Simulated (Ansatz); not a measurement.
Input

```
crystal:
  lattice:
    - [6.1264275216, 0.0, 0.0]
    - [0.0, 2.9508882765, 0.0]
    - [0.0, 0.0, 9.4663894713]
  atoms:
    - { symbol: Ti, position: [0.25, 0.5, 0.4687289355] }
    - { symbol: Ti, position: [0.75, 0.5, 0.5312710645] }
    - { symbol: Ge, position: [0.5, 0.0, 0.0] }
    - { symbol: Ge, position: [0.0, 0.0, 0.0] }
    - { symbol: Ru, position: [0.4640293427, 0.0, 0.658626473] }
    - { symbol: Ru, position: [0.0359706573, 0.0, 0.658626473] }
    - { symbol: Ru, position: [0.75, 0.5, 0.8349373971] }
    - { symbol: Ru, position: [0.25, 0.5, 0.854786389] }
    - { symbol: Ru, position: [0.5359706573, 0.0, 0.341373527] }
    - { symbol: Ru, position: [0.9640293427, 0.0, 0.341373527] }
    - { symbol: Ru, position: [0.75, 0.5, 0.145213611] }
    - { symbol: Ru, position: [0.25, 0.5, 0.1650626029] }
basis:
  ecutwfc: 420
kpoints:
  mp_grid: { grid: [6, 10, 4] }
hamiltonian:
  xc: pbe
scf:
  occupations: { method: gaussian, width: 0.1 }
output:
  forces: true
  stress: true
  eigenvalues: true
  write_density: true
  write_potential: true
  elf: true
  volumetric_format: npy
relax:
  adjacent_minimum: "off"
  f_tol: 0.01
  max_steps: 80
  cell: { stress_tol: 0.05 }
```

Run with:

```sh
ansatz run input.yaml --threads 4 --pin off --max-ram 10240MiB --backend cpu --events-out ev --progress --plain --runs-dir out
```

Below, planes, directions and counts refer to the conventional cell (a = 6.12 Å, b = 2.95 Å, c = 9.47 Å, α = 90.00°, β = 90.00°, γ = 90.00°).

The fields are those of the run's last geometry, not of the input's.

Space group Pmma; a generated structure, not necessarily the stable one; changed on purpose from its base cell (the structure that the rattled cell fell into); computed without spin polarisation.

Method: DFT PBE, scalar-relativistic, plane waves, PAW (Ansatz).

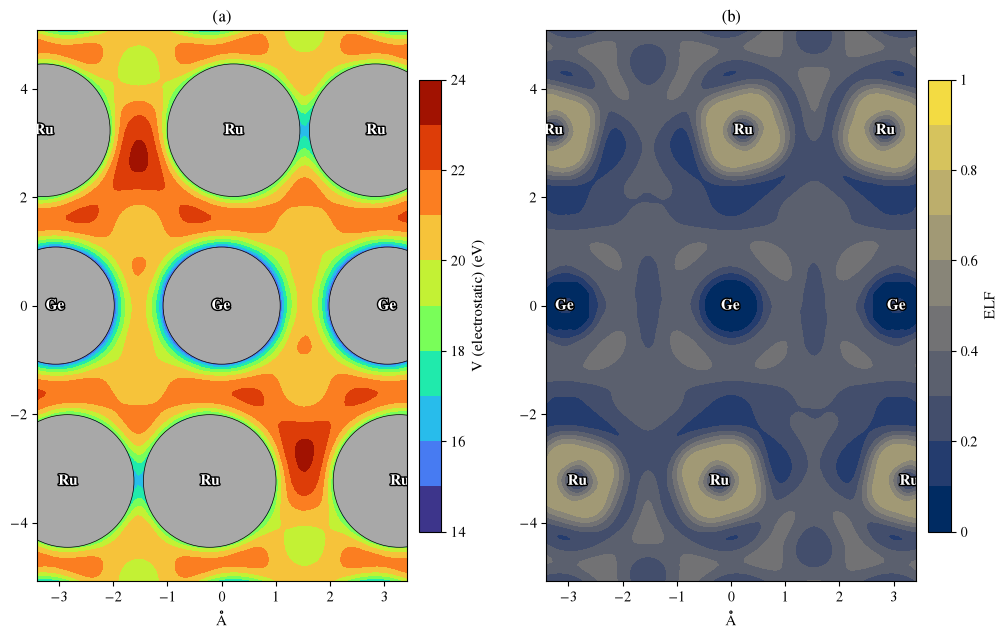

TiGeRu4. (a) electrostatic potential (local pseudopotential plus Hartree) felt by an electron; (b) ELF on the (010) plane of the conventional cell. Grey discs cover the atomic cores in the potential map.

Core electrons are frozen (PAW), and the valence fields are smoothed inside the atomic spheres.

**Interpret the plot.**

Atoms in the plane: Ge and Ru.
Ru–Ru (2.62 Å): the ELF is about 0.35 at the midpoint.
The features right at Ru lie inside the PAW spheres, where the map follows smoothed inner orbitals and isn't to be read closely.
Outside the cores the potential energy rises away from the atoms and is highest about 1.8 Å from the nearest atoms; its zero is arbitrary.
